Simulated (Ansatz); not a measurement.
**SnH₄ (built from SMILES [SnH4]): single points off equilibrium**

A test off equilibrium: a displaced guess of a reacting structure is computed at several levels, and each is set against CCSD(T).

Method: single points in def2-TZVPP; program: Ansatz 0.2.0, Gaussian basis.

Cores are frozen in the correlated methods. Filled d shells of the heavier atoms are correlated. Core potentials replace the inner electrons past krypton, and spin-orbit coupling is left out.

**1. The starting structure**

5 atoms, charge 0, spin multiplicity 1.

Atoms are counted from 1 here; the program's logs count them from 0.

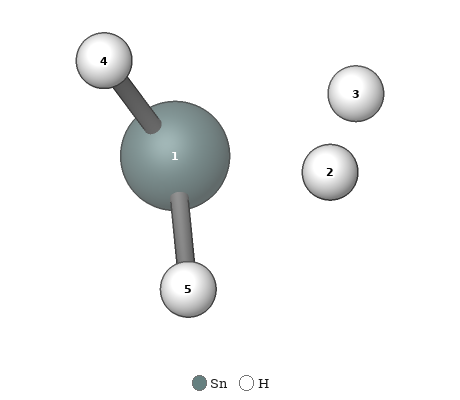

As it starts; tin teal, hydrogen white; atoms are numbered from 1 in the order of the file.

Geometry (Å):

```xyz
5
H4Sn
Sn   -0.2788   -0.5412    0.9961
H     0.8406    0.1427   -0.8371
H     0.6047   -0.8717   -1.0174
H    -1.6793    0.1408    0.0148
H     0.5557    1.0745    0.8813
```

**2. CCSD(T)/def2-TZVPP**

Input file run/in.yaml:

```yaml
crystal:
  periodic: [false, false, false]
  atoms:
    - {symbol: Sn, position_ang: [-0.278800, -0.541200, 0.996100]}
    - {symbol: H, position_ang: [0.840600, 0.142700, -0.837100]}
    - {symbol: H, position_ang: [0.604700, -0.871700, -1.017400]}
    - {symbol: H, position_ang: [-1.679300, 0.140800, 0.014800]}
    - {symbol: H, position_ang: [0.555700, 1.074500, 0.881300]}
basis:
  gaussian: {orbitals: def2-TZVPP}
correlation: {method: ccsd_t}
output: {forces: true}
```

No record of the launch command was kept for these runs.

**3. PBE0-D4/def2-TZVPP**

run/in.yaml, as its differences from that of step 2:

```diff
@@ -10,3 +10,3 @@
   gaussian: {orbitals: def2-TZVPP}
-correlation: {method: ccsd_t}
-output: {forces: true}
+hamiltonian: {xc: pbe0, dispersion: d4}
+output: {forces: true, orbitals: {seedname: orbitals}}
```

**4. wB97M-V/def2-TZVPP**

run/in.yaml, as its differences from that of step 3:

```diff
@@ -10,3 +10,3 @@
   gaussian: {orbitals: def2-TZVPP}
-hamiltonian: {xc: pbe0, dispersion: d4}
-output: {forces: true, orbitals: {seedname: orbitals}}
+hamiltonian: {xc: {name: wB97M-V}}
+output: {forces: true}
```

**5. r2SCAN-D4/def2-TZVPP**

run/in.yaml, as its differences from that of step 4:

```diff
@@ -10,3 +10,3 @@
   gaussian: {orbitals: def2-TZVPP}
-hamiltonian: {xc: {name: wB97M-V}}
+hamiltonian: {xc: r2scan, dispersion: d4}
 output: {forces: true}
```

**6. PBE-D4/def2-TZVPP**

run/in.yaml, as its differences from that of step 5:

```diff
@@ -10,3 +10,3 @@
   gaussian: {orbitals: def2-TZVPP}
-hamiltonian: {xc: r2scan, dispersion: d4}
+hamiltonian: {xc: pbe, dispersion: d4}
 output: {forces: true}
```

**7. r2SCAN0-D4/def2-TZVPP**

run/in.yaml, as its differences from that of step 6:

```diff
@@ -10,3 +10,3 @@
   gaussian: {orbitals: def2-TZVPP}
-hamiltonian: {xc: pbe, dispersion: d4}
+hamiltonian: {xc: {name: r2SCAN0}, dispersion: d4}
 output: {forces: true}
```

**8. LC-wPBE/def2-TZVPP**

run/in.yaml, as its differences from that of step 7:

```diff
@@ -10,3 +10,3 @@
   gaussian: {orbitals: def2-TZVPP}
-hamiltonian: {xc: {name: r2SCAN0}, dispersion: d4}
+hamiltonian: {xc: {name: LC-wPBE}}
 output: {forces: true}
```

(Steps that only read results are left out.)

Q: Predict the outcome of this session. Wanted: energy less free atoms, CCSD(T)/def2-TZVPP; RMS force component; RMS force error; HOMO and LUMO, PBE0-D4; T1 diagnostic.

As calculated:

| quantity | value |
| --- | --- |
| energy less free atoms, CCSD(T)/def2-TZVPP | -918.3 kJ/mol |
| RMS force component | 1.129 to 1.412 eV/Å over the methods |
| RMS force error | PBE0-D4 0.103, wB97M-V 0.019, r2SCAN-D4 0.137, PBE-D4 0.262, r2SCAN0-D4 0.057, LC-wPBE 0.084 eV/Å |
| HOMO and LUMO, PBE0-D4 | -6.77 and -1.81 eV |
| T1 diagnostic | 0.016 |

Against CCSD(T) the functionals' energies less atoms differ by -14.0 to +33.0 kJ/mol, PBE-D4 by -14.0 kJ/mol. CCSD(T) in triple zeta still lacks some correlation energy of the bonds, so part of these gaps is its own basis error and they don't rank the functionals. The forces of wB97M-V come nearest to CCSD(T), those of PBE-D4 are farthest. Frozen-core CCSD(T) forces in triple zeta carry basis errors of their own, and this is one geometry, so small gaps rank nothing.
